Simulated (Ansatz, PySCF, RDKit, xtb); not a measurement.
# CH6N2OSi2: ranking a sample of isomers, part 2 of 2

A sample of isomers of CH6N2OSi2 is drawn. Aim: find which of them has the lowest free energy at 298.15 K, then its properties. The sample is small against all isomers, and the most stable one of this formula need not be in it.

xtb, Ansatz and PySCF; isolated molecules. Earlier steps stand in the parts before.

### 11 c927c at CCSD(T)/def2-SVP

File input.yaml:

```yaml
crystal:
  periodic: [false, false, false]
  atoms:
    - {symbol: C, position_ang: [0.480883, -1.702092, 3.003987]}
    - {symbol: N, position_ang: [0.144421, -2.031845, 4.064993]}
    - {symbol: "N", position_ang: [-0.386253, -0.528013, 0.430681]}
    - {symbol: O, position_ang: [1.713000, -2.427483, 0.664192]}
    - {symbol: Si, position_ang: [0.983716, -1.089632, 1.315308]}
    - {symbol: Si, position_ang: [-1.861686, -1.373964, -0.022300]}
    - {symbol: H, position_ang: [1.898659, 0.064041, 1.495309]}
    - {symbol: H, position_ang: [2.033450, -2.362736, -0.243786]}
    - {symbol: H, position_ang: [-0.350302, 0.460915, 0.188206]}
    - {symbol: H, position_ang: [-2.001788, -1.452471, -1.507050]}
    - {symbol: H, position_ang: [-1.769042, -2.745994, 0.542854]}
    - {symbol: H, position_ang: [-3.063374, -0.672190, 0.514194]}
basis:
  gaussian:
    orbitals: def2-SVP
correlation:
  method: ccsd_t
  frozen_orbitals: {C: 1, Si: 5, "N": 1, H: 0, O: 1}
```

Started as:

```console
$ ansatz run input.yaml --threads 2 --pin off --max-ram 5220MiB --events-out events.jsonl --progress --plain --runs-dir runs
```

Log, cut to the lines that bear on the results:

```text
Warning: RAYON_NUM_THREADS=2 ignored (pool sized by the plan → 2); use --threads N
Functional definition: HF
  name "HF"
[...]
1200 factors; integrals over basis functions are off by at most 1.2e-3 eV
[...]
mean field -21843.50220774 eV, -802.7339000770 hartree, gradient 9.3e-7 eV, S^2 0.000000; 0 other end points of the search recorded, 0 dependent functions left out
14 core orbitals not correlated: weight in the atoms' cores, before any rotation towards them, 1.000 or more for the frozen orbitals, at most 0.000 for the correlated occupied ones
reference -21843.50220774 eV, -802.7339000770 hartree; 17, 17 occupied and 91, 91 virtual orbitals, 1200 factors
second order -22.41793489 eV of doubles, -0.00000000 eV of singles
cycle   1  -22.80590755 eV  change   -3.9e-1 eV  update   1.2e-1
[...]
cycle   9  -23.68321882 eV  change   -1.2e-5 eV  update   1.9e-5
perturbative correction -0.74083437 eV, -0.0272251608 hartree
Total energy: -21867.92626093 eV, -803.6314674764 hartree
```

Wall time 20 s (2 threads of Arm Neoverse V2, shared host); peak memory 0.66 GiB.

### 12 Free energies and the winner

Energies in kcal/mol from c927c; G adds the thermal terms to the CCSD(T)/def2-SVP energy. The columns left of the relaxed level are at the tight-binding geometries.

| label | SMILES | spin | r2SCAN-D4/def2-SVP | B3LYP/def2-SVP | HF/def2-SVP | MP2/def2-SVP | CCSD(T)/def2-SVP | G | share at equilibrium | T1 |
| --- | --- | --- | --- | --- | --- | --- | --- | --- | --- | --- |
| c927c | N#C[Si@@H](O)N[SiH3] | singlet | 0.0 | 0.0 | 0.0 | 0.0 | 0.0 | 0.0 | 63.4 % | 0.013 |
| c964b | N#C[SiH2]N[SiH2]O | singlet | 1.5 | -0.3 | -0.3 | 0.0 | 0.0 | 0.3 | 36.6 % | 0.013 |
| c964bt | [N][C][SiH2][NH][SiH2][OH] ‡ | triplet | 133.6 | 112.2 | 91.6 | 133.7 | 115.6 | 114.6 | < 0.1 % | 0.029 |

‡ marks the bonded skeleton alone, with all bonds drawn single: no Lewis structure was assigned that passes a check against the bond lengths.

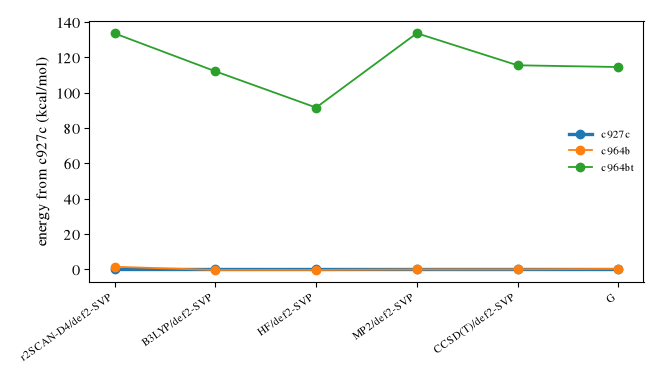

The finalists at each level, measured from c927c.

Lowest found: c927c, `N#C[Si@@H](O)N[SiH3]`, a singlet. Bond lengths: C1–N2 1.161 Å, C1–Si5 1.865 Å, N3–Si5 1.725 Å, O4–Si5 1.657 Å, N3–Si6 1.760 Å, Si5–H7 1.483 Å, O4–H8 0.965 Å, N3–H9 1.019 Å, Si6–H10 1.493 Å, Si6–H11 1.487 Å, Si6–H12 1.491 Å. Some angles: N2–C1–Si5 177.2°, C1–Si5–N3 110.9°, C1–Si5–O4 102.1°, N3–Si5–O4 114.3°, Si5–N3–Si6 129.9°, C1–Si5–H7 108.2°, N3–Si5–H7 107.4°, O4–Si5–H7 113.8°, Si5–N3–H9 114.2°, Si6–N3–H9 115.8°.

```xyz
12

C     0.4809   -1.7021    3.0040
N     0.1444   -2.0318    4.0650
N    -0.3863   -0.5280    0.4307
O     1.7130   -2.4275    0.6642
Si    0.9837   -1.0896    1.3153
Si   -1.8617   -1.3740   -0.0223
H     1.8987    0.0640    1.4953
H     2.0335   -2.3627   -0.2438
H    -0.3503    0.4609    0.1882
H    -2.0018   -1.4525   -1.5071
H    -1.7690   -2.7460    0.5429
H    -3.0634   -0.6722    0.5142
```

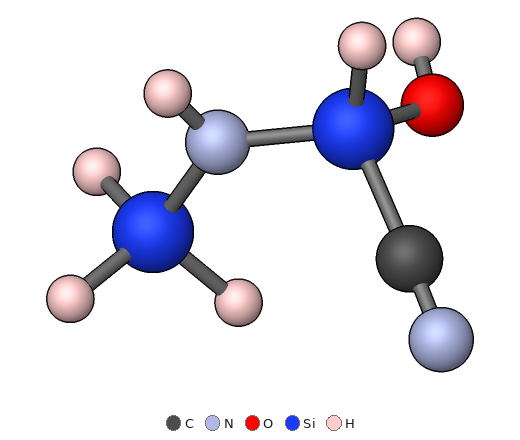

The lowest structure found, seen from a chosen angle (carbon dark grey, nitrogen light blue, oxygen red, silicon blue, hydrogen pink).

### 13 Density, orbitals and dipole (PBE0/def2-SVPD)

File input.yaml:

```yaml
basis:
  gaussian:
    orbitals: def2-SVPD
crystal:
  periodic: [false, false, false]
  atoms:
    - symbol: C
      position_ang: [0.480883, -1.702092, 3.003987]
    - symbol: "N"
      position_ang: [0.144421, -2.031845, 4.064993]
    - symbol: N
      position_ang: [-0.386253, -0.528013, 0.430681]
    - symbol: O
      position_ang: [1.713000, -2.427483, 0.664192]
    - symbol: Si
      position_ang: [0.983716, -1.089632, 1.315308]
    - symbol: Si
      position_ang: [-1.861686, -1.373964, -0.022300]
    - symbol: H
      position_ang: [1.898659, 0.064041, 1.495309]
    - symbol: H
      position_ang: [2.033450, -2.362736, -0.243786]
    - symbol: H
      position_ang: [-0.350302, 0.460915, 0.188206]
    - symbol: H
      position_ang: [-2.001788, -1.452471, -1.507050]
    - symbol: H
      position_ang: [-1.769042, -2.745994, 0.542854]
    - symbol: H
      position_ang: [-3.063374, -0.672190, 0.514194]
hamiltonian:
  xc: {name: PBE0}
output: {forces: true, orbitals: {seedname: orbitals}}
```

Started as:

```console
$ ansatz run input.yaml --threads 2 --pin off --max-ram 5220MiB --events-out events.jsonl --progress --plain --runs-dir runs
```

Log, cut to the lines that bear on the results:

```text
Warning: RAYON_NUM_THREADS=2 ignored (pool sized by the plan → 2); use --threads N
Functional definition: PBE0
  name "PBE0"
[...]
1578 factors; their error is unknown
[...]
mean field -21896.28822383 eV, -804.6737503884 hartree, gradient 6.8e-5 eV, S^2 0.000000; 0 other end points of the search recorded, 0 dependent functions left out
[...]
reference -21896.28826748 eV, -804.6737519926 hartree; 31, 31 occupied and 148, 148 virtual orbitals, 1578 factors
Total energy: -21896.28826748 eV, -804.6737519926 hartree
Atom 0 at     0.480883    -1.702092     3.003987 Å, force    -0.074944    -0.132709     0.219155 eV/Å
Atom 1 at     0.144421    -2.031845     4.064993 Å, force     0.094111     0.105914    -0.294073 eV/Å
Atom 2 at    -0.386253    -0.528013     0.430681 Å, force     0.071432     0.151570     0.000640 eV/Å
Atom 3 at     1.713000    -2.427483     0.664192 Å, force     0.111753    -0.020811    -0.247930 eV/Å
Atom 4 at     0.983716    -1.089632     1.315308 Å, force    -0.208488     0.120030    -0.011648 eV/Å
Atom 5 at    -1.861686    -1.373964    -0.022300 Å, force    -0.026579    -0.037343    -0.003695 eV/Å
Atom 6 at     1.898659     0.064041     1.495309 Å, force     0.030505     0.005779     0.003023 eV/Å
Atom 7 at     2.033450    -2.362736    -0.243786 Å, force    -0.072368    -0.051460     0.245504 eV/Å
Atom 8 at    -0.350302     0.460915     0.188206 Å, force     0.008357    -0.153920     0.050346 eV/Å
Atom 9 at    -2.001788    -1.452471    -1.507050 Å, force     0.030798     0.013459    -0.010635 eV/Å
Atom 10 at    -1.769042    -2.745994     0.542854 Å, force     0.025370    -0.025554     0.027204 eV/Å
Atom 11 at    -3.063374    -0.672190     0.514194 Å, force     0.010053     0.025044     0.022109 eV/Å
Dipole moment:     0.122872     0.502841    -0.967778 e Å
```

It took 8.1 s on 2 threads of Arm Neoverse V2, shared host; peak memory 0.51 GiB.

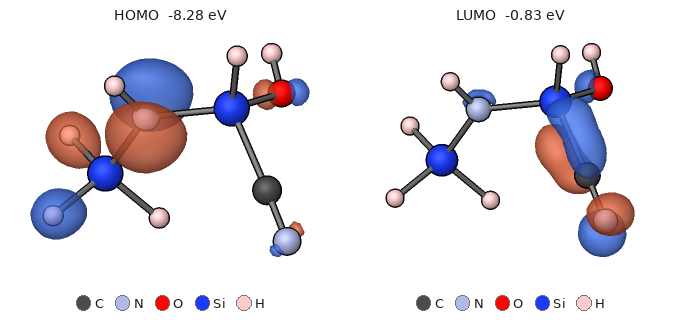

Frontier orbitals of this run, surfaces at ±0.2 Å^-3/2.

### 14 Electronic excitations (TD-PBE0/def2-SVPD)

An in-house driver calls PySCF's response routines at TD-PBE0/def2-SVPD; it has no typed input.

Log:

```text
coarse grid: 11264 points
cycle   1  E = -804.4519924500  dE =  4.205e-01  |g| = 7.705e-01  |ddm| = 4.473e+00
cycle   2  E = -804.2250244812  dE =  2.270e-01  |g| = 1.300e+00  |ddm| = 2.014e+00
cycle   3  E = -804.5645973566  dE = -3.396e-01  |g| = 2.042e-01  |ddm| = 1.259e+00
cycle   4  E = -804.5716101579  dE = -7.013e-03  |g| = 9.849e-02  |ddm| = 2.339e-01
cycle   5  E = -804.5737097831  dE = -2.100e-03  |g| = 1.946e-02  |ddm| = 1.061e-01
cycle   6  E = -804.5737855864  dE = -7.580e-05  |g| = 6.515e-03  |ddm| = 2.259e-02
cycle   7  E = -804.5737948718  dE = -9.285e-06  |g| = 1.571e-03  |ddm| = 7.785e-03
final grid: 100488 points
cycle   8  E = -804.6738091473  dE = -6.590e-06  |g| = 8.619e-03  |ddm| = 4.578e-02
cycle   9  E = -804.6737788934  dE =  3.025e-05  |g| = 1.481e-02  |ddm| = 2.034e-02
cycle  10  E = -804.6738240395  dE = -4.515e-05  |g| = 1.624e-03  |ddm| = 1.284e-02
cycle  11  E = -804.6738246178  dE = -5.783e-07  |g| = 2.951e-04  |ddm| = 1.468e-03
cycle  12  E = -804.6738246380  dE = -2.023e-08  |g| = 6.871e-05  |ddm| = 4.490e-04
cycle  13  E = -804.6738246392  dE = -1.163e-09  |g| = 1.733e-05  |ddm| = 1.165e-04
cycle  14  E = -804.6738246392  dE = -6.025e-11  |g| = 8.999e-06  |ddm| = 2.973e-05
converged SCF energy = -804.6738246392

Static polarisability (au): isotropic 77.725, principal 67.152 78.376 87.648

Singlet excitations
state   eV       nm        f      main configurations
  1   6.1720    200.9   0.01286   H->L 0.93
  2   6.6185    187.3   0.05949   H->L+1 0.86
  3   7.0134    176.8   0.00407   H-3->L 0.31, H-1->L+1 0.12, H->L+2 0.12
  4   7.2321    171.4   0.00259   H->L+2 0.52, H-1->L 0.14, H-1->L+1 0.10
  5   7.3455    168.8   0.02536   H-1->L 0.34, H-2->L+1 0.19, H-4->L+1 0.10
  6   7.3868    167.8   0.00205   H-1->L+1 0.21, H-3->L 0.19, H->L+2 0.19
  7   7.5525    164.2   0.00190   H-1->L 0.32, H-3->L 0.15, H-2->L 0.15
  8   7.6556    162.0   0.00601   H->L+3 0.81

Triplet excitations (Tamm-Dancoff, eV): 5.6465 5.8772 6.0854
```

It took 16 s on 2 threads of Arm Neoverse V2, shared host; peak memory 0.76 GiB.

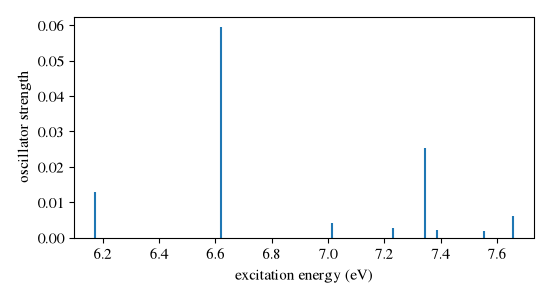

Vertical excitations as sticks.

The roots found:

| excited state | energy (eV) | strength |
| --- | --- | --- |
| 1 | 6.172 | 0.0129 |
| 2 | 6.619 | 0.0595 |
| 3 | 7.013 | 0.0041 |
| 4 | 7.232 | 0.0026 |
| 5 | 7.346 | 0.0254 |
| 6 | 7.387 | 0.0021 |
| 7 | 7.553 | 0.0019 |
| 8 | 7.656 | 0.0060 |

### 15 NMR shieldings (GIAO PBE0/pcSseg-1)

An in-house driver calls PySCF's response routines at GIAO PBE0/pcSseg-1; it has no typed input.

Log:

```text
coarse grid: 11264 points
cycle   1  E = -804.7979450348  dE =  4.549e-01  |g| = 8.157e-01  |ddm| = 3.214e+00
cycle   2  E = -804.5753234456  dE =  2.226e-01  |g| = 1.335e+00  |ddm| = 1.545e+00
cycle   3  E = -804.9150607429  dE = -3.397e-01  |g| = 2.262e-01  |ddm| = 1.075e+00
cycle   4  E = -804.9239474724  dE = -8.887e-03  |g| = 9.772e-02  |ddm| = 1.599e-01
cycle   5  E = -804.9259502800  dE = -2.003e-03  |g| = 1.960e-02  |ddm| = 6.884e-02
cycle   6  E = -804.9260180359  dE = -6.776e-05  |g| = 6.742e-03  |ddm| = 1.643e-02
cycle   7  E = -804.9260270858  dE = -9.050e-06  |g| = 1.786e-03  |ddm| = 6.004e-03
final grid: 100488 points
cycle   8  E = -804.9659155824  dE = -7.179e-06  |g| = 9.581e-03  |ddm| = 1.617e-02
cycle   9  E = -804.9658827501  dE =  3.283e-05  |g| = 1.605e-02  |ddm| = 1.668e-02
cycle  10  E = -804.9659323543  dE = -4.960e-05  |g| = 1.878e-03  |ddm| = 1.064e-02
cycle  11  E = -804.9659330796  dE = -7.254e-07  |g| = 4.950e-04  |ddm| = 1.180e-03
cycle  12  E = -804.9659331303  dE = -5.065e-08  |g| = 7.256e-05  |ddm| = 3.395e-04
cycle  13  E = -804.9659331316  dE = -1.266e-09  |g| = 1.520e-05  |ddm| = 7.387e-05
cycle  14  E = -804.9659331316  dE = -3.797e-11  |g| = 6.408e-06  |ddm| = 1.488e-05
converged SCF energy = -804.9659331316

GIAO shielding tensors (ppm)
atom      isotropic    diamagn.    paramagn.     s11        s22        s33       span
  0 C       57.353     262.365    -205.011    -60.173    -55.847    288.080    348.253
  1 N      -94.988     335.984    -430.972   -302.536   -280.611    298.183    600.719
  2 N      233.833     328.136     -94.303    199.915    236.431    265.152     65.237
  3 O      273.140     386.565    -113.425    237.795    283.953    297.671     59.876
  4 Si     403.843     878.622    -474.779    352.684    414.078    444.768     92.084
  5 Si     405.371     879.288    -473.917    360.894    393.899    461.320    100.426
  6 H       26.584      29.220      -2.636     23.363     24.265     32.124      8.762
  7 H       29.528      31.242      -1.715     22.171     24.284     42.127     19.956
  8 H       30.691      35.768      -5.077     23.032     27.719     41.322     18.290
  9 H       26.635      28.907      -2.273     22.936     24.796     32.171      9.235
 10 H       26.372      28.370      -1.998     23.075     25.928     30.113      7.038
 11 H       26.562      28.536      -1.974     23.060     24.726     31.900      8.840
```

It took 9 s on 2 threads of Arm Neoverse V2, shared host; peak memory 0.82 GiB.

Isotropic shieldings, averaged over atoms that the bond graph makes equivalent (absolute, not shifts):

| atoms | shielding (ppm) |
| --- | --- |
| C1 | 57.4 |
| N2 | -95.0 |
| N3 | 233.8 |
| O4 | 273.1 |
| Si5 | 403.8 |
| Si6 | 405.4 |
| H7 | 26.58 |
| H8 | 29.53 |
| H9 | 30.69 |
| H10, H11, H12 | 26.52 |

### 16 The cation at the same geometry (PBE0/def2-SVPD)

File input.yaml:

```yaml
basis:
  gaussian:
    orbitals: def2-SVPD
crystal:
  periodic: [false, false, false]
  atoms:
    - {symbol: C, position_ang: [0.480883, -1.702092, 3.003987]}
    - {symbol: N, position_ang: [0.144421, -2.031845, 4.064993]}
    - {symbol: N, position_ang: [-0.386253, -0.528013, 0.430681]}
    - {symbol: O, position_ang: [1.713000, -2.427483, 0.664192]}
    - {symbol: Si, position_ang: [0.983716, -1.089632, 1.315308]}
    - {symbol: Si, position_ang: [-1.861686, -1.373964, -0.022300]}
    - {symbol: H, position_ang: [1.898659, 0.064041, 1.495309]}
    - {symbol: H, position_ang: [2.033450, -2.362736, -0.243786]}
    - {symbol: H, position_ang: [-0.350302, 0.460915, 0.188206]}
    - {symbol: H, position_ang: [-2.001788, -1.452471, -1.507050]}
    - {symbol: H, position_ang: [-1.769042, -2.745994, 0.542854]}
    - {symbol: H, position_ang: [-3.063374, -0.672190, 0.514194]}
total_charge: 1
magnetization:
  spin_polarized: true
  initial_magnetization: 1
hamiltonian:
  xc: {name: PBE0}
```

Started as:

```console
$ ansatz run input.yaml --threads 2 --pin off --max-ram 5220MiB --events-out events.jsonl --progress --plain --runs-dir runs
```

Log:

```text
Warning: RAYON_NUM_THREADS=2 ignored (pool sized by the plan → 2); use --threads N
Functional definition: PBE0
  name "PBE0"
  parameter a = 0.25
  parameter kappa = 0.804
  parameter beta = 0.06672455060314922
  exchange = (1 - a)*pbe_x(kappa = kappa, mu = beta*pi^2/3) + a*exact_x
  correlation = pbe_c(beta = beta)
1578 factors; their error is unknown
mean field evaluation 1: about -21867.0156 eV, gradient 6.6e1 eV
mean field evaluation 2: about -21789.7293 eV, gradient 1.3e2 eV
mean field evaluation 4: about -21885.0228 eV, gradient 1.2e1 eV
mean field evaluation 8: about -21885.9591 eV, gradient 1.6e0 eV
mean field evaluation 16: about -21886.1089 eV, gradient 4.7e-3 eV
mean field -21886.10886810 eV, -804.2996659653 hartree, gradient 3.5e-5 eV, S^2 0.759122; 2 other end points of the search recorded, 0 dependent functions left out
reference -21886.10891192 eV, -804.2996675755 hartree; 31, 30 occupied and 148, 149 virtual orbitals, 1578 factors
Total energy: -21886.10891192 eV, -804.2996675755 hartree
```

Wall time 16 s (2 threads of Arm Neoverse V2, shared host); peak memory 0.66 GiB.

Difference from the parent: 10.18 eV.

### 17 The anion at the same geometry (PBE0/def2-SVPD)

input.yaml, as its differences from that of step 16:

```diff
@@ -7,4 +7,4 @@
     - {symbol: C, position_ang: [0.480883, -1.702092, 3.003987]}
-    - {symbol: N, position_ang: [0.144421, -2.031845, 4.064993]}
-    - {symbol: N, position_ang: [-0.386253, -0.528013, 0.430681]}
+    - {symbol: "N", position_ang: [0.144421, -2.031845, 4.064993]}
+    - {symbol: "N", position_ang: [-0.386253, -0.528013, 0.430681]}
     - {symbol: O, position_ang: [1.713000, -2.427483, 0.664192]}
@@ -18,3 +18,2 @@
     - {symbol: H, position_ang: [-3.063374, -0.672190, 0.514194]}
-total_charge: 1
 magnetization:
@@ -23,2 +22,5 @@
 hamiltonian:
-  xc: {name: PBE0}
+  xc: pbe0
+scf:
+  lower_state_search: "off"
+total_charge: -1
```

Started as:

```console
$ ansatz run input.yaml --threads 2 --pin off --max-ram 5220MiB --events-out events.jsonl --progress --plain --runs-dir runs
```

Log, cut to the lines that bear on the results:

```text
Warning: RAYON_NUM_THREADS=2 ignored (pool sized by the plan → 2); use --threads N
Functional definition: PBE0
  name "PBE0"
[...]
1578 factors; their error is unknown
[...]
mean field -21895.71754922 eV, -804.6527784836 hartree, gradient 8.6e-6 eV, S^2 0.752178; 0 other end points of the search recorded, 0 dependent functions left out
reference -21895.71759984 eV, -804.6527803438 hartree; 32, 31 occupied and 147, 148 virtual orbitals, 1578 factors
Total energy: -21895.71759984 eV, -804.6527803438 hartree
Checks for a lower state left out: stability, starts, cluster_reference, orbital_swaps, neighbouring_geometries, increment
```

Wall time 10 s (2 threads of Arm Neoverse V2, shared host); peak memory 0.59 GiB.

Parent less the species with the added electron: -0.57 eV. The extra electron isn't bound at this geometry, so the number measures the basis, not the molecule.

### 18 The triplet at the same geometry (PBE0/def2-SVPD)

File input.yaml:

```yaml
crystal:
  periodic: [false, false, false]
  atoms:
    - {symbol: C, position_ang: [0.480883, -1.702092, 3.003987]}
    - {symbol: N, position_ang: [0.144421, -2.031845, 4.064993]}
    - {symbol: N, position_ang: [-0.386253, -0.528013, 0.430681]}
    - {symbol: O, position_ang: [1.713000, -2.427483, 0.664192]}
    - {symbol: Si, position_ang: [0.983716, -1.089632, 1.315308]}
    - {symbol: Si, position_ang: [-1.861686, -1.373964, -0.022300]}
    - {symbol: H, position_ang: [1.898659, 0.064041, 1.495309]}
    - {symbol: H, position_ang: [2.033450, -2.362736, -0.243786]}
    - {symbol: H, position_ang: [-0.350302, 0.460915, 0.188206]}
    - {symbol: H, position_ang: [-2.001788, -1.452471, -1.507050]}
    - {symbol: H, position_ang: [-1.769042, -2.745994, 0.542854]}
    - {symbol: H, position_ang: [-3.063374, -0.672190, 0.514194]}
basis:
  gaussian: {orbitals: def2-SVPD}
magnetization: {spin_polarized: true, initial_magnetization: 2}
hamiltonian: {xc: {name: PBE0}}
```

Started as:

```console
$ ansatz run input.yaml --threads 2 --pin off --max-ram 5220MiB --events-out events.jsonl --progress --plain --runs-dir runs
```

Log:

```text
Warning: RAYON_NUM_THREADS=2 ignored (pool sized by the plan → 2); use --threads N
Functional definition: PBE0
  name "PBE0"
  parameter a = 0.25
  parameter kappa = 0.804
  parameter beta = 0.06672455060314922
  exchange = (1 - a)*pbe_x(kappa = kappa, mu = beta*pi^2/3) + a*exact_x
  correlation = pbe_c(beta = beta)
1578 factors; their error is unknown
mean field evaluation 1: about -21874.8566 eV, gradient 5.4e1 eV
mean field evaluation 2: about -21569.6456 eV, gradient 1.5e2 eV
mean field evaluation 4: about -21885.3787 eV, gradient 2.8e1 eV
mean field evaluation 8: about -21890.1606 eV, gradient 1.9e0 eV
mean field evaluation 16: about -21890.2712 eV, gradient 1.1e-1 eV
mean field evaluation 32: about -21890.4031 eV, gradient 5.1e-2 eV
mean field -21890.40315113 eV, -804.4574779559 hartree, gradient 7.6e-6 eV, S^2 2.005899; 4 other end points of the search recorded, 0 dependent functions left out
reference -21890.40319492 eV, -804.4574795651 hartree; 32, 30 occupied and 147, 149 virtual orbitals, 1578 factors
Total energy: -21890.40319492 eV, -804.4574795651 hartree
```

Run time: 50 s. Hardware: 2 threads of Arm Neoverse V2, shared host; peak memory 0.9 GiB.

It lies 5.89 eV above the singlet.

### 19 What came out

What follows sums up all 2 parts.

| quantity | value |
| --- | --- |
| lowest structure found | N#C[Si@@H](O)N[SiH3], singlet |
| next finalist | N#C[SiH2]N[SiH2]O, singlet, 0.3 kcal/mol higher in G |
| share at equilibrium, among the finalists | 63.4 % |
| funnel | 12 starts, 11 minima at GFN2-xTB, 6 screening runs, 3 relaxed, 3 ranked |
| CPU time of all runs | 27 min |
| dipole moment (PBE0/def2-SVPD) | 5.27 D |
| HOMO energy (PBE0/def2-SVPD) | -8.28 eV |
| LUMO energy (PBE0/def2-SVPD) | -0.83 eV |
| HOMO–LUMO gap (PBE0/def2-SVPD) | 7.44 eV |
| lowest excitation (TD-PBE0/def2-SVPD) | 6.17 eV (f = 0.013) |
| strongest of the states computed, same level | 6.62 eV (f = 0.059) |
| lowest triplet excitation, same level, Tamm-Dancoff | 5.65 eV |
| vertical ionisation energy | 10.18 eV |
| vertical electron affinity | -0.57 eV (unbound: the value depends on the basis) |
| vertical triplet less singlet | +5.89 eV |

The lowest structure found is `N#C[Si@@H](O)N[SiH3]`. Its margin of 0.3 kcal/mol is inside the likely error of CCSD(T)/def2-SVP with harmonic terms (about 2 kcal/mol), so the order of the first two is not settled. r2SCAN-D4/def2-SVP and MP2/def2-SVP already put its bonding pattern lowest among the structures in one piece; B3LYP/def2-SVP and HF/def2-SVP favour the singlet N#C[SiH2]N[SiH2]O. The largest share of the time went into the relaxations (44 %). 4 minima inside the window were never screened. The search is not exhaustive (a finite list of starts, one conformer a finalist), so a lower isomer can't be ruled out. Only 3 drawn patterns were tried, so whole families of isomers are missing, and the result ranks this sample alone. The lowest isomer need not be the one that is made and kept in a bottle, which depends on barriers.
